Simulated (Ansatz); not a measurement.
**Nickel, diamond under PBEsol: ground state and equation of state**

The plan for nickel in the diamond structure: relax it, solve it on a dense k-mesh, then scale the cell to 7 volumes from 88 to 112 % of the relaxed one and try a fit of the equation of state. The start is ferromagnetic. The k-meshes are 11×11×11 for the relaxation; 18×18×18 for the dense run; 12×12×12 for the volumes.

This is Ni in the diamond structure; at room conditions it is fcc.

Method: DFT PBEsol, plane waves (420 eV) with PAW, scalar-relativistic; PAW files made under PBE, frozen cores solved again for the functional, in Ansatz 0.2.0.

### 1 The structure to begin with

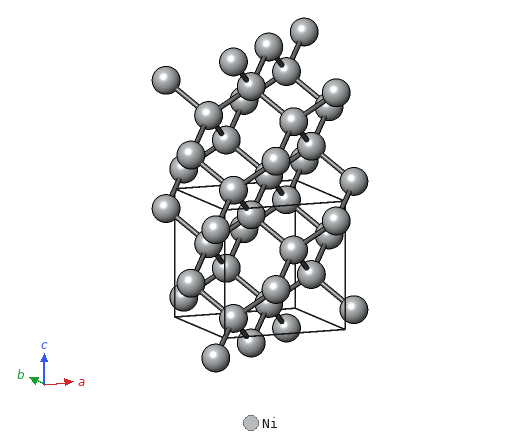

Start, viewed slightly off an axis; nickel light grey. 1×1×2 conventional cells are drawn; the run uses a primitive one. Any atoms on the faces are drawn again on the opposite ones, and bonded neighbours outside are added.

Structure file:

```cif
data_structure
_symmetry_space_group_name_H-M 'Fd-3m:1'
_symmetry_Int_Tables_number 227
_cell_length_a 4.9069
_cell_length_b 4.9069
_cell_length_c 4.9069
_cell_angle_alpha 90.000
_cell_angle_beta 90.000
_cell_angle_gamma 90.000
_cell_volume 118.15
loop_
_atom_site_label
_atom_site_type_symbol
_atom_site_symmetry_multiplicity
_atom_site_Wyckoff_symbol
_atom_site_fract_x
_atom_site_fract_y
_atom_site_fract_z
_atom_site_occupancy
Ni1 Ni 8 b 0.75000 0.75000 0.75000 1
```

The atoms start with moments of +0.8 ×2 μB.

### 2 Geometry optimisation

Contents of input.yaml:

```yaml
crystal:
  lattice:
    - [0.0, 2.4534603088, 2.4534603088]
    - [2.4534603088, 0.0, 2.4534603088]
    - [2.4534603088, 2.4534603088, 0.0]
  atoms:
    - { symbol: Ni, position: [0.125, 0.125, 0.125], spin: 0.8 }
    - { symbol: Ni, position: [0.875, 0.875, 0.875], spin: 0.8 }
hamiltonian:
  xc: pbesol
  pseudopotentials:
    kind: paw
    azcp:
      Ni: "pseudopotentials/Ni.paw.azcp"
basis:
  ecutwfc: 420
  fft_grid_basis: typed
kpoints:
  mp_grid: { grid: [11, 11, 11], shift: [0, 0, 0] }
magnetization:
  spin_polarized: true
scf:
  occupations: { method: fermi_dirac, width: 0.05 }
relax:
  max_steps: 60
  f_tol: 0.01
  cell: {}
output:
  write_density: true
  write_potential: true
  elf: true
  volumetric_format: npy
```

The program printed:

```text
Warning: <dir> the record states the generating functional pbe (its physics header spells it `PBE`), which answers neither for hamiltonian.xc's functional nor for the pbesol family's — results may be inconsistent (PPs are generated against a specific XC)
Warning: RAYON_NUM_THREADS=2 ignored (pool sized by the plan → 2); use --threads N
Engine: ansatz 0.2.0, aarch64-unknown-linux-gnu
Pseudopotentials: kind: paw
Pseudopotential: Ni, paw, valence charge 18, recommended cutoff 420 eV (normal), <dir>
Functional definition: PBEsol
  exchange = pbesol_x
  correlation = pbesol_c
Crystal: 2 atoms, lattice volume = 29.537 Å³
Basis set: ecut = 420 eV, 561 PW (Γ), exchange–correlation on 48×48×48 points (8 copies of the dense FFT grid, shifted against one another)
Bands: 23, of which v1, the nominal top of the filled ones, is band 18 counted from 1 (17 counted from 0)
Symmetry: 48 space group operations
Space group: Fd-3m (ITA 227), of the structure as read, at distance tolerance 3.1e-5 Å
Magnetic group: BNS 227.128 (UNI 1630), of the structure as read, at distance tolerance 3.1e-5 Å
k-points: 56 of 1331
Non-local potential: Ni, projectors of the file, l = 0: 3, l = 1: 2, l = 2: 3, l = 3: 1
PAW form: soft (Blöchl's): semilocal exchange-correlation on the pseudo side does not see the compensation charge
PAW frozen core: Ni, regenerated for the run's functional, and the local potential with it (the file was generated under x = pbe(κ = 0.804, μ = 0.2195149727645171), c = pbe(β = 0.06672455060314922))
PAW one-centre angular grid: Ni, 590 points (default); XC on 64 Gauss nodes
Initial density: superposition of atomic densities (chi_scale 0.1, normalization cell)
Starting moments: Σ|m| = 1.6 μB on 2 of 2 sites
Initial wavefunctions: pseudopotential atomic-orbital guess
Functional: x = pbesol(κ = 0.804, μ = 0.12345679012345678), c = pbesol(β = 0.046)
iter 1 solved again at ethr=1.02e-3 eV; its pass at ethr=3.10e-3 eV (dr2=3.67e-1 eV) is discarded
SCF iter   1: F=—  HF=-11604.781889 eV  |F-HF|=—  |Δ(HF+E_count)|=         —  Δρ=5.06e-2 (↑1.60e-2 ↓5.06e-2)  dr2=3.74e-1  dr2_m=2.01e-1  M=1.734 μB ∫|m|=1.806 μB  β_m=0.30  ethr=1.02e-3  ⟨swp⟩=1.0  Hψ=13410  notcnv=0
Mixer restart at iter 1: flushing history
preconditioner: auto → Kerker (q_TF=auto, 2.820 Å⁻¹)  [metal: Δε(μ)=0.007 eV  Ē_g=7.466 eV  σ=0.050 eV  W_gap=0.03  n_scr=14 (ndim 8)  ℏωp=30.6 eV  f_vac=0.000  D(μ)=2.63/eV (n_scr^D=26)]
spin=Collinear: Kerker preconditioning applied to the charge; magnetization (m = ρ↑ − ρ↓) channel mixes plain (no charge-response kernel on spin).
SCF iter   2: F=—  HF=-11605.227511 eV  |F-HF|=—  |Δ(HF+E_count)|=   4.46e-1  Δρ=3.20e-2 (↑3.20e-2 ↓1.59e-2)  dr2=2.52e-1  dr2_m=1.01e-1  M=1.701 μB ∫|m|=1.800 μB  β_m=0.37  ethr=1.02e-3  ⟨swp⟩=2.4  Hψ=4175  notcnv=0
SCF iter   3: F=—  HF=-11606.136291 eV  |F-HF|=—  |Δ(HF+E_count)|=         —  Δρ=2.74e-2 (↑2.74e-2 ↓1.07e-2)  dr2=2.59e-1  dr2_m=5.49e-2  M=1.700 μB ∫|m|=1.825 μB  β_m=0.37  ethr=6.99e-4  ⟨swp⟩=2.3  Hψ=3986  notcnv=0
Mixer restart at iter 3: flushing history
SCF iter   4: F=—  HF=-11606.683816 eV  |F-HF|=—  |Δ(HF+E_count)|=   5.48e-1  Δρ=1.93e-2 (↑1.93e-2 ↓8.87e-3)  dr2=2.14e-1  dr2_m=1.75e-2  M=1.680 μB ∫|m|=1.809 μB  β_m=0.67  ethr=6.99e-4  ⟨swp⟩=2.4  Hψ=3593  notcnv=0
SCF iter   5: F=—  HF=-11607.227652 eV  |F-HF|=—  |Δ(HF+E_count)|=   5.44e-1  Δρ=9.13e-3 (↑4.97e-3 ↓9.13e-3)  dr2=5.28e-2  dr2_m=7.25e-3  M=1.587 μB ∫|m|=1.729 μB  β_m=0.84  ethr=5.95e-4  ⟨swp⟩=3.0  Hψ=5034  notcnv=0
SCF iter   6: F=—  HF=-11607.222691 eV  |F-HF|=—  |Δ(HF+E_count)|=   4.96e-3  Δρ=1.05e-2 (↑4.94e-3 ↓1.05e-2)  dr2=2.93e-2  dr2_m=2.67e-3  M=1.614 μB ∫|m|=1.760 μB  β_m=0.76  ethr=1.47e-4  ⟨swp⟩=2.4  Hψ=4507  notcnv=0  defer=2
SCF iter   7: F=—  HF=-11607.215675 eV  |F-HF|=—  |Δ(HF+E_count)|=   7.02e-3  Δρ=2.84e-3 (↑2.84e-3 ↓1.51e-3)  dr2=6.76e-3  dr2_m=1.90e-4  M=1.603 μB ∫|m|=1.745 μB  β_m=0.76  ethr=8.13e-5  ⟨swp⟩=2.0  Hψ=4566  notcnv=0  defer=2
SCF iter   8: F=—  HF=-11607.214483 eV  |F-HF|=—  |Δ(HF+E_count)|=   1.19e-3  Δρ=2.71e-3 (↑1.21e-3 ↓2.71e-3)  dr2=2.19e-3  dr2_m=1.83e-4  M=1.613 μB ∫|m|=1.759 μB  β_m=0.87  ethr=1.88e-5  ⟨swp⟩=2.1  Hψ=4288  notcnv=0  defer=2
SCF iter   9: F=—  HF=-11607.214097 eV  |F-HF|=—  |Δ(HF+E_count)|=   3.86e-4  Δρ=1.16e-3 (↑7.04e-4 ↓1.16e-3)  dr2=4.86e-4  dr2_m=1.83e-5  M=1.612 μB ∫|m|=1.759 μB  β_m=0.93  ethr=6.08e-6  ⟨swp⟩=1.0  Hψ=2680  notcnv=0  defer=2
SCF iter  10: F=—  HF=-11607.213990 eV  |F-HF|=—  |Δ(HF+E_count)|=   1.07e-4  Δρ=1.91e-4 (↑1.91e-4 ↓1.75e-4)  dr2=2.81e-5  dr2_m=1.20e-7  M=1.611 μB ∫|m|=1.759 μB  β_m=0.93  ethr=1.35e-6  ⟨swp⟩=1.5  Hψ=3068  notcnv=0  defer=2
SCF iter  11: F=—  HF=-11607.213982 eV  |F-HF|=—  |Δ(HF+E_count)|=   8.09e-6  Δρ=6.77e-5 (↑6.37e-5 ↓6.77e-5)  dr2=2.63e-6  dr2_m=1.21e-8  M=1.611 μB ∫|m|=1.759 μB  β_m=0.84  ethr=7.82e-8  ⟨swp⟩=1.4  Hψ=2890  notcnv=0  defer=2
SCF iter  12: F=—  HF=-11607.213982 eV  |F-HF|=—  |Δ(HF+E_count)|=   2.89e-7  Δρ=6.09e-6 (↑5.65e-6 ↓6.09e-6)  dr2=4.21e-8  dr2_m=2.94e-9  M=1.611 μB ∫|m|=1.759 μB  β_m=0.92  ethr=7.32e-9  ⟨swp⟩=2.4  Hψ=3886  notcnv=0  defer=2
SCF iter  13: F=-11607.213982 eV  HF=-11607.213982 eV  |F-HF|=1.12e-8  |Δ(HF+E_count)|=   6.31e-9  Δρ=5.47e-6 (↑2.41e-6 ↓5.47e-6)  dr2=1.35e-8  dr2_m=7.14e-10  M=1.611 μB ∫|m|=1.759 μB  ethr=1.17e-10  ⟨swp⟩=5.2  Hψ=14960  notcnv=0
SCF 1 converged in 13 iterations: F = -11607.213982 eV  dr2 = 1.35e-8
relax step   1: F+E_penalty+E_count = -11607.21398150 eV  Δ(F+E_penalty+E_count) = +0.000e0 eV  max|allowed force component| = 1.388e-17 eV/Å  Δτ_max = 0.0000 Å  P = +7.568 GPa  Ω = 29.537 Å³  (13 SCF iters, dr2 threshold 1.00e-7 eV, accepted)
[... 18 lines left out ...]
relax step   2: F+E_penalty+E_count = -11607.24628375 eV  Δ(F+E_penalty+E_count) = -3.230e-2 eV  max|allowed force component| = 2.082e-16 eV/Å  Δτ_max = 0.0000 Å  P = +3.236 GPa  Ω = 30.518 Å³  energy of the carried Pulay correction = -3.869e-4 eV  (10 SCF iters, dr2 threshold 2.00e-7 eV, accepted)
[... 14 lines left out ...]
relax step   3: F+E_penalty+E_count = -11607.25441384 eV  Δ(F+E_penalty+E_count) = -8.130e-3 eV  max|allowed force component| = 1.550e-16 eV/Å  Δτ_max = 0.0000 Å  P = +0.309 GPa  Ω = 31.295 Å³  energy of the carried Pulay correction = -6.842e-4 eV  (10 SCF iters, dr2 threshold 2.00e-7 eV, accepted)
[... 11 lines left out ...]
relax step   4: F+E_penalty+E_count = -11607.25446576 eV  Δ(F+E_penalty+E_count) = -5.192e-5 eV  max|allowed force component| = 1.527e-16 eV/Å  Δτ_max = 0.0000 Å  P = +0.004 GPa  Ω = 31.382 Å³  energy of the carried Pulay correction = -7.172e-4 eV  (7 SCF iters, dr2 threshold 2.00e-7 eV, accepted)
[... 13 lines left out ...]
relax step   5: F+E_penalty+E_count = -11607.25518004 eV  Δ(F+E_penalty+E_count) = -7.143e-4 eV  max|allowed force component| = 1.503e-16 eV/Å  Δτ_max = 0.0000 Å  P = +0.018 GPa  Ω = 31.382 Å³  stress off target by 1.82e-2 GPa  SCF on the basis re-selected at this cell (its energy is not comparable with the rows above)  (9 SCF iters)
basis re-selected at this cell: Δ(F+E_penalty+E_count) = -7.143e-4 eV, ΔP = +0.014 GPa vs the last step (what re-selecting the basis moved, of the pressure what is left beyond the Pulay correction that the steps carried, after the strain that the cell walked since its last selection, with what the two solves' SCF thresholds leave and, on support functions, any second-order correction that the steps lacked; it is no measure of the basis error at this ecutwfc). This SCF's stress stands 1.82e-2 GPa from its target on what of the cell is left free (relax.cell.stress_tol is 5.00e-2 GPa) and its largest allowed force component is 1.50e-16 eV/Å (relax.f_tol is 1.00e-2 eV/Å): within both
SCF converged after 9 iterations
Magnetization: 1.6193 μB (18.8097 up, 17.1903 down)
Absolute magnetization: 1.7792 μB (∫|ρ↑−ρ↓|, with the PAW one-centre terms)
Spin contamination: 0.0183 ħ² per cell (⟨S²⟩ above its minimum at these occupations)
Per-site moments (μB) at R_I (Å): [(0.8384761752057766, 0.8943447648249137), (0.8384761752057768, 0.8943447648249137)]
Free energy (F): -11607.255180 eV
Harris-Foulkes:  -11607.255180 eV  (|F-HF|=0.00e0)
Internal energy: -11607.228021 eV  (E = F + TS)
E sigma→0 (E₀):  -11607.241601 eV
Entropy (-TS):   -0.027159 eV (-13.579 meV/atom)
Fermi energy:    11.126553 eV
--- Per-component energies (eV) ---
  E_band       = -821.393331
  E_kinetic    = 564.176000
  E_local      = -8747.583368  (includes V_loc(G=0)·N_el)
  E_nonlocal   = 1278.945041
  E_hartree    = 3675.977355
  E_xc         = -165.597122
  E_vxc        = -214.196296  (∫ρ·V_xc dr)
  E_paw        = -3194.195595  (= ΣΔE_a)
  E_vpaw       = -1054.690245  (= ΣTr[D̂ρ^β])
  E_aug_tail   = 0.000969  (compensation charges beyond the density's cutoff)
  E_ewald      = -5019.345879
  E_core_change = 0.394578  (= ΣΔE_core)
  E_smearing   = -0.027159  (= −TS)
  E_closure    = 0.000000  (closes the sum)
  Σ components = -11607.255180   (vs F -11607.255180, Δ=0.00e0)
--- Forces (eV/Å), atoms counted from 1 ---
  atom   1  Ni     0.00000000     0.00000000     0.00000000
  atom   2  Ni    -0.00000000    -0.00000000    -0.00000000
  max |Σ_I F_I| component: 1.39e-17 eV/Å
--- Stress (GPa, compression-positive) ---
        0.018241      -0.000000       0.000000
        0.000000       0.018241       0.000000
       -0.000000       0.000000       0.018241
  P = ⅓ Tr σ = 0.0182 GPa (0.182 kbar)
--- Band table (eV; the first three rows and the last of 112) ---
  k-point 0 ↑: bands = ["-92.5052", "-92.3836", "-53.1061", "-53.1061", "-53.1061", "-52.8605", "-52.8605", "-52.8605", "4.1837", "7.7354", "7.7354", "7.7809", "7.7809", "7.7809", "9.3142", "9.3142", "9.3142", "10.3497", "10.3497", "23.1536", "23.1536", "23.1536", "23.6516"]
  k-point 1 ↑: bands = ["-92.5034", "-92.3855", "-53.1082", "-53.1082", "-53.1052", "-52.8617", "-52.8585", "-52.8585", "4.3372", "7.6330", "7.6330", "7.7874", "7.9137", "7.9137", "9.2657", "9.3082", "9.3082", "10.3490", "10.3490", "20.7269", "22.2797", "22.2797", "24.5006"]
  k-point 2 ↑: bands = ["-92.4981", "-92.3907", "-53.1136", "-53.1136", "-53.1028", "-52.8649", "-52.8531", "-52.8531", "4.7863", "7.5674", "7.5674", "7.8131", "8.0460", "8.0460", "9.1356", "9.3147", "9.3147", "10.3412", "10.3412", "18.0208", "21.3717", "21.3717", "24.2393"]
  k-point 55 ↓: bands = ["-91.4110", "-91.3993", "-52.1523", "-52.1467", "-51.9909", "-51.9567", "-51.7995", "-51.7945", "7.8875", "7.9685", "8.6181", "8.7142", "9.1327", "9.4157", "9.5873", "9.7573", "11.4123", "11.4566", "12.5765", "13.0738", "13.5491", "14.8633", "23.9933"]
--- Relaxed structure (4 steps of the walk, 4 accepted, 1 SCFs on fresh bases) ---
  F+E_penalty+E_count = -11607.25518004 eV   max|allowed force component| = 1.503e-16 eV/Å   (the final SCF, on the basis selected at the relaxed cell)
  cell:  # Å, volume = 31.3820 Å³
    - [6.146292522761551e-34, 2.503516076218165, 2.503516076218165]
    - [2.503516076218165, 1.541350039142791e-33, 2.503516076218165]
    - [2.503516076218165, 2.503516076218165, 1.3630120187995702e-33]
  atoms:
    - { symbol: Ni, position: [0.125, 0.125, 0.125] }
    - { symbol: Ni, position: [0.875, 0.875, 0.875] }
```

It took 11 s on 2 threads of an Arm CPU, shared host; peak memory 0.34 GiB.

Step by step:

| step | energy change (meV/atom) | largest force (eV/Å) | pressure (GPa) | volume (Å³/atom) |
| --- | --- | --- | --- | --- |
| 1 | 0.00 | 0.0000 | 7.57 | 14.769 |
| 2 | -16.15 | 0.0000 | 3.24 | 15.259 |
| 3 | -20.22 | 0.0000 | 0.31 | 15.647 |
| 4 | -20.24 | 0.0000 | 0.00 | 15.691 |
| 5 | -20.60 | 0.0000 | 0.02 | 15.691 |

Steps that repeat a cell are solved on a basis chosen anew, so their changes of energy are no gain of the relaxation.

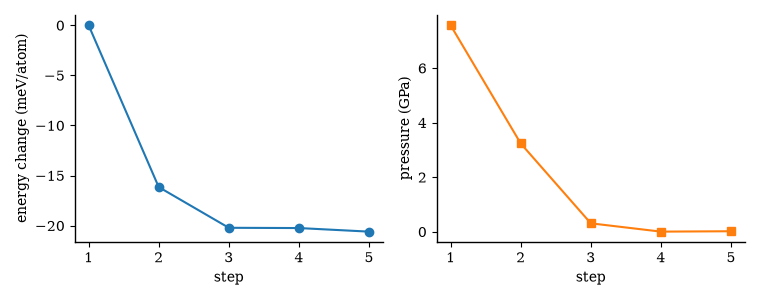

Energy and pressure over the accepted steps.

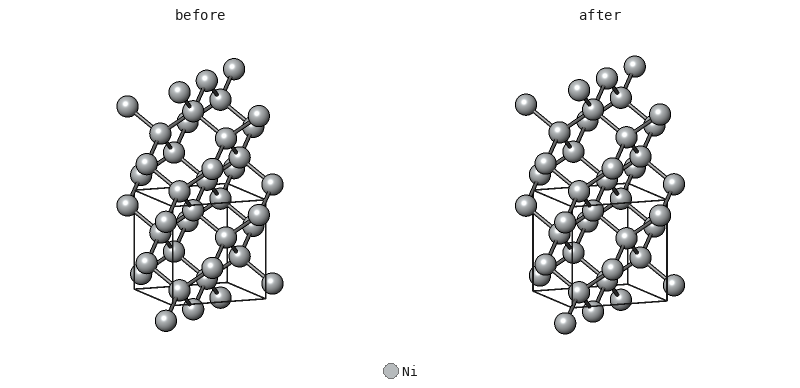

Before and after, at one scale. The cells drawn are those of the first picture.

The cell of the run, before and after:

|  | before | after | change |
| --- | --- | --- | --- |
| a (Å) | 3.470 | 3.541 | +2.0 % |
| b (Å) | 3.470 | 3.541 | +2.0 % |
| c (Å) | 3.470 | 3.541 | +2.0 % |
| volume (Å³/atom) | 14.769 | 15.691 | +6.2 % |
| shortest distance (Å) | 2.125 | 2.168 | +2.0 % |
| space group (spins left aside) | Fd-3m | Fd-3m | same |

### 3 The energy on a finer k-mesh

Contents of input.yaml:

```yaml
crystal:
  lattice:
    - [0.0, 2.5035160762, 2.5035160762]
    - [2.5035160762, 0.0, 2.5035160762]
    - [2.5035160762, 2.5035160762, 0.0]
  atoms:
    - { symbol: Ni, position: [0.125, 0.125, 0.125], spin: 0.838 }
    - { symbol: Ni, position: [0.875, 0.875, 0.875], spin: 0.838 }
hamiltonian:
  xc: pbesol
  pseudopotentials:
    kind: paw
    azcp:
      Ni: "pseudopotentials/Ni.paw.azcp"
basis:
  ecutwfc: 420
  fft_grid_basis: typed
kpoints:
  mp_grid: { grid: [18, 18, 18], shift: [0, 0, 0] }
magnetization:
  spin_polarized: true
scf:
  occupations: { method: fermi_dirac, width: 0.05 }
output:
  write_density: true
  write_potential: true
  elf: true
  volumetric_format: npy
```

The program printed, cut to the lines that bear on the results:

```text
Warning: <dir> the record states the generating functional pbe (its physics header spells it `PBE`), which answers neither for hamiltonian.xc's functional nor for the pbesol family's — results may be inconsistent (PPs are generated against a specific XC)
Warning: RAYON_NUM_THREADS=2 ignored (pool sized by the plan → 2); use --threads N
[...]
[... 3 set-up lines as earlier in the session ...]
[...]
Crystal: 2 atoms, lattice volume = 31.382 Å³
Basis set: ecut = 420 eV, 609 PW (Γ)
Bands: 23, of which v1, the nominal top of the filled ones, is band 18 counted from 1 (17 counted from 0)
[... 1 set-up line as earlier in the session ...]
Space group: Fd-3m (ITA 227), of the structure as read, at distance tolerance 3.2e-5 Å
Magnetic group: BNS 227.128 (UNI 1630), of the structure as read, at distance tolerance 3.2e-5 Å
k-points: 195 of 5832
[...]
Starting moments: Σ|m| = 1.676 μB on 2 of 2 sites
[...]
spin=Collinear: Kerker preconditioning applied to the charge; magnetization (m = ρ↑ − ρ↓) channel mixes plain (no charge-response kernel on spin).
[...]
SCF iter  12: F=-11607.255837 eV  HF=-11607.255837 eV  |F-HF|=2.51e-10  |Δ(HF+E_count)|=  7.09e-11  Δρ=9.02e-7 (↑3.43e-7 ↓9.02e-7)  dr2=3.18e-10  dr2_m=2.59e-11  M=1.591 μB ∫|m|=1.768 μB  ethr=1.00e-12  ⟨swp⟩=1.5  Hψ=26312  notcnv=0
[...]
the search or the solves at the SCF's close seem to have found levels that the self-consistency loop had missed (the run counts 1). By its estimate they hold under 1e-12 electrons; where the run keeps them, the occupations were computed again with them
SCF converged after 12 iterations
Magnetization: 1.5912 μB (18.7956 up, 17.2044 down)
Absolute magnetization: 1.7690 μB (∫|ρ↑−ρ↓|, with the PAW one-centre terms)
Spin contamination: 0.0188 ħ² per cell (⟨S²⟩ above its minimum at these occupations)
Per-site moments (μB) at R_I (Å): [(0.8297742126551985, 0.8943447648184244), (0.8297742126551987, 0.8943447648184244)]
Free energy (F): -11607.255837 eV
[...]
E sigma→0 (E₀):  -11607.242375 eV
Entropy (-TS):   -0.026924 eV (-13.462 meV/atom)
Fermi energy:    11.129941 eV
[...]
--- Band table (eV; the first three rows and the last of 390) ---
[... band rows left out ...]
[...]
```

It took 9.5 s on 2 threads of an Arm CPU, shared host; peak memory 0.47 GiB.

Axes a, b and c in the maps are those of this run's conventional cell (a, b, c = 5.007, 5.007, 5.007 Å).

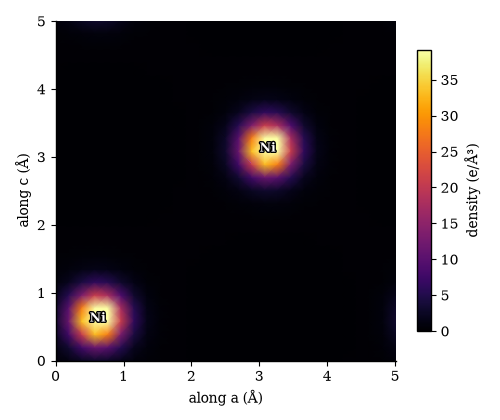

Density in a lattice plane of the grid's cell (edges 5.01 and 5.01 Å, at 0.125 of the third edge), which holds Ni. Only atoms in the plane are labelled; the density scale stops at 39.13 e/Å³. It is the smooth density of the valence electrons, not physical close to the nuclei.

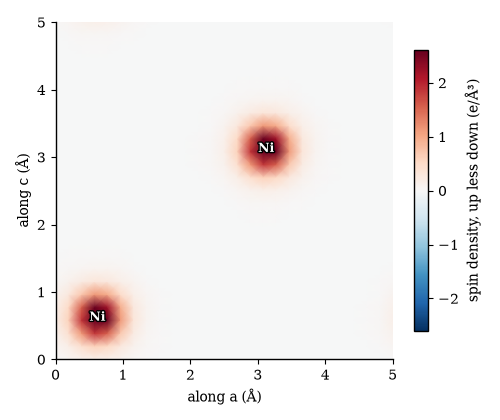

Spin density in a lattice plane of the grid's cell (edges 5.01 and 5.01 Å, at 0.125 of the third edge), which holds Ni.

(Part 1 of 2 ends here.)
